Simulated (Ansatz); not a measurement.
## CH₄F₂OSi₂: geometry relaxation (part 1 of 2)

System: CH₄F₂OSi₂, SMILES O=C[Si](F)(F)[SiH3].
Method: RKS CAM-B3LYP/STO-3G (Ansatz 0.2.0).

It belongs to a series of runs on one base structure; here: start relaxed. Figures and captions count atoms from 1; the log counts them from 0 in places.

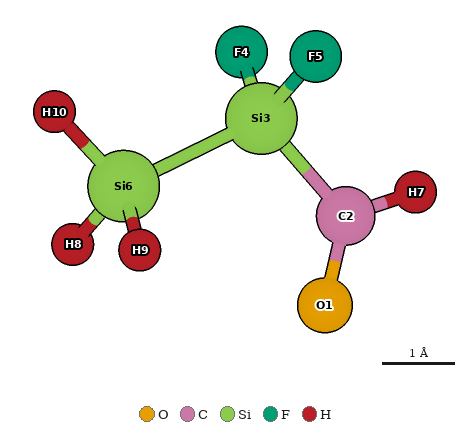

The structure as given in the input (ball-and-stick view, seen at a tilt; atoms are numbered from 1 in the order of the input). Bond lengths as drawn: C–H 1.10 Å, C–O 1.28 Å, C–Si 1.88 Å, F–Si 1.51 to 1.62 Å, H–Si 1.47 to 1.51 Å and Si–Si 2.31 Å.

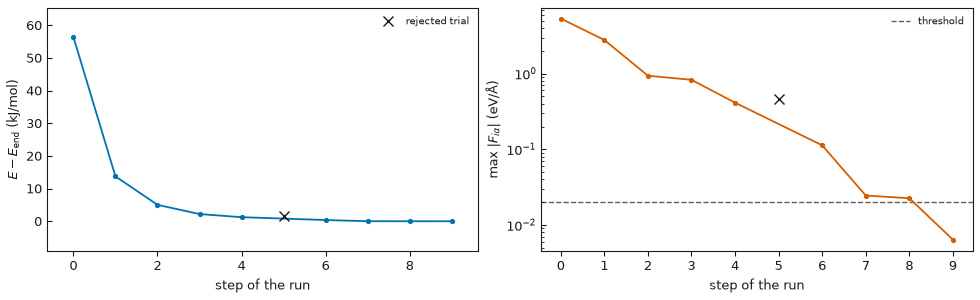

Progress of the relaxation, step by step (the first geometry is step 0 here and step 1 in the log).

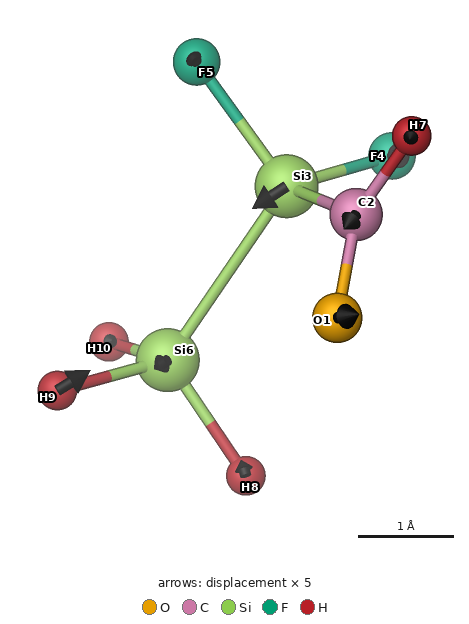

The starting structure with the displacements as black arrows, magnified 5 times (ball-and-stick view, seen at a tilt). The two geometries are laid on each other by the best rigid fit. Over 9 geometry steps the energy falls by 56.4 kJ/mol. Largest force component: 5.3 eV/Å at the start, 0.0064 eV/Å at the end. The line search rejected the trial step at point 5 (counted from 0) and went back. The largest move after the best rigid fit is that of Si3, 0.088 Å. By element the largest moves are Si 0.088 Å, H 0.083 Å, O 0.072 Å, F 0.070 Å, C 0.053 Å. Distances before and after: Si3–F4 1.509 → 1.637 Å, Si6–H9 1.514 → 1.438 Å, Si6–H10 1.492 → 1.439 Å, C2–Si3 1.878 → 1.925 Å. Among the angles that change: Si3–Si6–H9 114.6° → 110.3°, H9–Si6–H10 104.7° → 108.3°, F4–Si3–F5 107.4° → 104.2°. (Atoms are counted from 1 in the order of the input.)

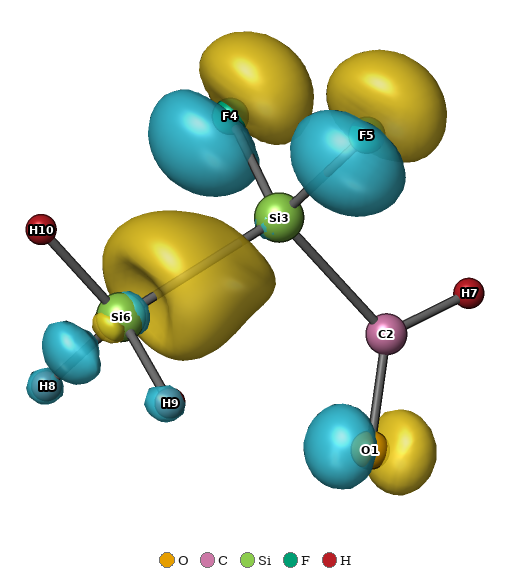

One frontier orbital at ±0.15 Å⁻³ᐟ² (yellow and cyan are the two phases), seen at a tilt. The HOMO−1, at −6.61 eV. By Hirshfeld shares it lies mainly on F4 (35 %), F5 (35 %), Si6 (15 %) and Si3 (10 %).

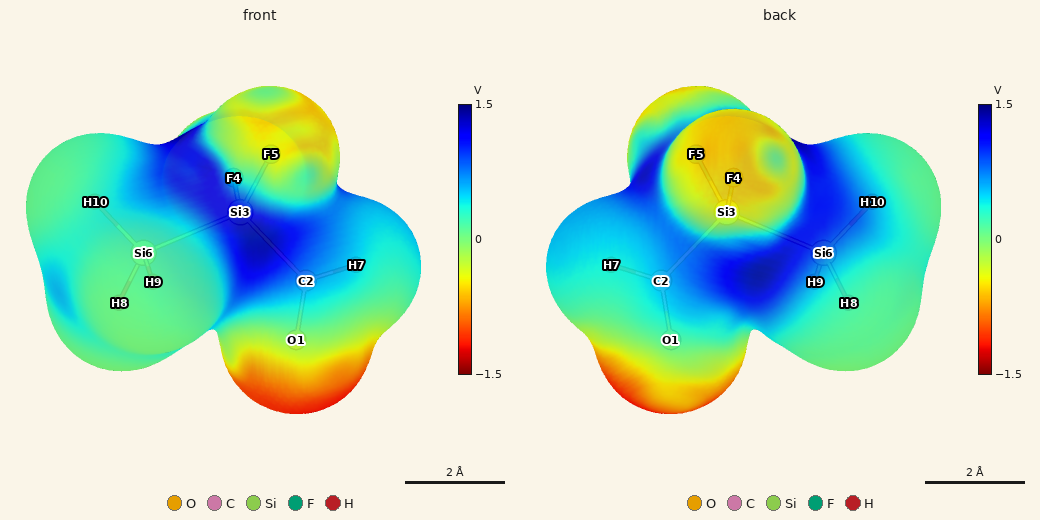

The electrostatic potential painted on the density surface at 0.001 e/bohr³, seen at a tilt and from behind; red is negative and blue positive. A positive charge is drawn to the negative regions and a negative charge to the positive ones.

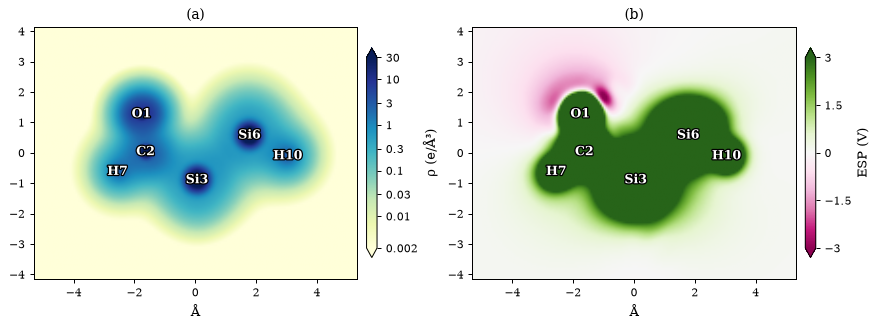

(a) electron density; (b) electrostatic potential on the plane of atoms Si3, Si6 and H10. The plane passes through O, C, Si and H nuclei. C–O (1.25 Å): ρ at the midpoint is about 2.7 e/Å³. C–Si (1.93 Å): ρ at the midpoint is about 0.82 e/Å³. Si–Si (2.27 Å): ρ at the midpoint is about 0.61 e/Å³.

The input that produced these results follows, with the program's output.

The input
```yaml
crystal:
  periodic: [false, false, false]
  atoms:
    - { symbol: O, position_ang: [1.2918, -1.7812, -0.8843] }
    - { symbol: C, position_ang: [0.767, -0.8056, -1.5322] }
    - { symbol: Si, position_ang: [-0.2528, 0.5264, -0.689] }
    - { symbol: F, position_ang: [-1.6146, 0.5959, -1.335] }
    - { symbol: F, position_ang: [0.4823, 1.9431, -0.9557] }
    - { symbol: Si, position_ang: [-0.3555, 0.1063, 1.5769] }
    - { symbol: H, position_ang: [0.9223, -0.686, -2.6146] }
    - { symbol: H, position_ang: [-1.0006, -1.1851, 1.8615] }
    - { symbol: H, position_ang: [0.987, 0.0875, 2.277] }
    - { symbol: H, position_ang: [-1.1439, 1.1476, 2.2984] }
basis:
  gaussian: { orbitals: STO-3G }
hamiltonian:
  xc: cam_b3lyp
relax:
  f_tol: 0.02
  max_steps: 40
output:
  orbitals: {}
```

Run as:
```bash
ansatz run input.yaml --threads 1 --pin off --max-ram 2048MiB --backend cpu --events-out ev --progress --plain --runs-dir out
```

The program's output
```
The last accepted step is kept in [file] (removed where the run ends without a failure and the disk answers)
Engine: ansatz 0.2.0, x86_64-unknown-linux-gnu
Functional definition: CAM-B3LYP
  parameter alpha = 0.19
  parameter beta = 0.46
  parameter omega = 0.33/bohr
  parameter ac = 0.81
  exchange = (1 - alpha - beta)*b88_x + beta*b88_x_sr(omega) + alpha*exact_x + beta*exact_x_lr(omega)
  correlation = (1 - ac)*vwn5_c + ac*lyp_c
587 factors; integrals over basis functions are off by at most 8.7e-6 eV
223 factors; integrals over basis functions are off by at most 5.4e-7 eV
mean field evaluation 1: about -24024.7267 eV, gradient 4.0e1 eV
mean field evaluation 2: about -24020.5126 eV, gradient 6.2e1 eV
mean field evaluation 4: about -24030.3627 eV, gradient 2.3e0 eV
mean field evaluation 8: about -24030.3380 eV, gradient 1.1e-1 eV
mean field -24030.33807186 eV, -883.0986357929 hartree, gradient 4.5e-5 eV, S^2 0.000000; 0 other end points of the search recorded, 0 dependent functions left out
the calculation of the forces begins
reference -24030.33815872 eV, -883.0986389847 hartree; 32, 32 occupied and 10, 10 virtual orbitals, 587 factors
relax step   1: F+E_penalty+E_count = -24030.33807186 eV  Δ(F+E_penalty+E_count) = +0.000e0 eV  max|allowed force component| = 5.340e0 eV/Å  Δτ_max = 0.0000 Å  (25 SCF iters, accepted)
these checks for a lower state are left out or cut short: starts, cluster_reference, orbital_swaps, neighbouring_geometries, increment
587 factors; integrals over basis functions are off by at most 1.1e-5 eV
223 factors; integrals over basis functions are off by at most 4.9e-7 eV
mean field evaluation 16: about -24030.7186 eV, gradient 4.5e0 eV
mean field -24030.78040210 eV, -883.1148911290 hartree, gradient 1.1e-5 eV, S^2 0.000000; 0 other end points of the search recorded, 0 dependent functions left out
the calculation of the forces begins
reference -24030.78048831 eV, -883.1148942972 hartree; 32, 32 occupied and 10, 10 virtual orbitals, 587 factors
relax step   2: F+E_penalty+E_count = -24030.78040210 eV  Δ(F+E_penalty+E_count) = -4.423e-1 eV  max|allowed force component| = 2.784e0 eV/Å  Δτ_max = 0.1413 Å  (31 SCF iters, accepted)
these checks for a lower state are left out or cut short: starts, cluster_reference, orbital_swaps, neighbouring_geometries, increment
587 factors; integrals over basis functions are off by at most 8.4e-6 eV
223 factors; integrals over basis functions are off by at most 4.8e-7 eV
mean field -24030.87072458 eV, -883.1182104190 hartree, gradient 2.1e-5 eV, S^2 0.000000; 0 other end points of the search recorded, 0 dependent functions left out
the calculation of the forces begins
reference -24030.87081036 eV, -883.1182135713 hartree; 32, 32 occupied and 10, 10 virtual orbitals, 587 factors
relax step   3: F+E_penalty+E_count = -24030.87072458 eV  Δ(F+E_penalty+E_count) = -9.032e-2 eV  max|allowed force component| = 9.380e-1 eV/Å  Δτ_max = 0.1033 Å  (31 SCF iters, accepted)
these checks for a lower state are left out or cut short: starts, cluster_reference, orbital_swaps, neighbouring_geometries, increment
587 factors; integrals over basis functions are off by at most 9.4e-6 eV
223 factors; integrals over basis functions are off by at most 4.9e-7 eV
mean field evaluation 32: about -24030.8999 eV, gradient 1.5e-1 eV
mean field -24030.90000702 eV, -883.1192865291 hartree, gradient 9.8e-6 eV, S^2 0.000000; 0 other end points of the search recorded, 0 dependent functions left out
the calculation of the forces begins
reference -24030.90009208 eV, -883.1192896550 hartree; 32, 32 occupied and 10, 10 virtual orbitals, 587 factors
relax step   4: F+E_penalty+E_count = -24030.90000702 eV  Δ(F+E_penalty+E_count) = -2.928e-2 eV  max|allowed force component| = 8.288e-1 eV/Å  Δτ_max = 0.0519 Å  (31 SCF iters, accepted)
these checks for a lower state are left out or cut short: starts, cluster_reference, orbital_swaps, neighbouring_geometries, increment
587 factors; integrals over basis functions are off by at most 9.0e-6 eV
223 factors; integrals over basis functions are off by at most 4.9e-7 eV
mean field -24030.90989827 eV, -883.1196500256 hartree, gradient 1.7e-5 eV, S^2 0.000000; 0 other end points of the search recorded, 0 dependent functions left out
the calculation of the forces begins
reference -24030.90998346 eV, -883.1196531562 hartree; 32, 32 occupied and 10, 10 virtual orbitals, 587 factors
relax step   5: F+E_penalty+E_count = -24030.90989827 eV  Δ(F+E_penalty+E_count) = -9.891e-3 eV  max|allowed force component| = 4.132e-1 eV/Å  Δτ_max = 0.0653 Å  (30 SCF iters, accepted)
these checks for a lower state are left out or cut short: starts, cluster_reference, orbital_swaps, neighbouring_geometries, increment
587 factors; integrals over basis functions are off by at most 9.8e-6 eV
223 factors; integrals over basis functions are off by at most 4.9e-7 eV
mean field -24030.90714265 eV, -883.1195487585 hartree, gradient 2.4e-5 eV, S^2 0.000000; 0 other end points of the search recorded, 0 dependent functions left out
the calculation of the forces begins
reference -24030.90722777 eV, -883.1195518867 hartree; 32, 32 occupied and 10, 10 virtual orbitals, 587 factors
relax step   6: F+E_penalty+E_count = -24030.90714265 eV  Δ(F+E_penalty+E_count) = +2.756e-3 eV  max|allowed force component| = 4.570e-1 eV/Å  Δτ_max = 0.1999 Å  (30 SCF iters, rejected (line search))
these checks for a lower state are left out or cut short: starts, cluster_reference, orbital_swaps, neighbouring_geometries, increment
587 factors; integrals over basis functions are off by at most 1.0e-5 eV
223 factors; integrals over basis functions are off by at most 4.9e-7 eV
mean field -24030.91895406 eV, -883.1199828199 hartree, gradient 9.1e-6 eV, S^2 0.000000; 0 other end points of the search recorded, 0 dependent functions left out
the calculation of the forces begins
reference -24030.91903948 eV, -883.1199859590 hartree; 32, 32 occupied and 10, 10 virtual orbitals, 587 factors
relax step   7: F+E_penalty+E_count = -24030.91895406 eV  Δ(F+E_penalty+E_count) = -9.056e-3 eV  max|allowed force component| = 1.129e-1 eV/Å  Δτ_max = 0.0436 Å  (30 SCF iters, accepted)
these checks for a lower state are left out or cut short: starts, cluster_reference, orbital_swaps, neighbouring_geometries, increment
587 factors; integrals over basis functions are off by at most 9.0e-6 eV
223 factors; integrals over basis functions are off by at most 4.9e-7 eV
mean field evaluation 64: about -24030.9226 eV, gradient 8.7e-6 eV
mean field -24030.92264822 eV, -883.1201185777 hartree, gradient 8.7e-6 eV, S^2 0.000000; 0 other end points of the search recorded, 0 dependent functions left out
the calculation of the forces begins
reference -24030.92273353 eV, -883.1201217128 hartree; 32, 32 occupied and 10, 10 virtual orbitals, 587 factors
```
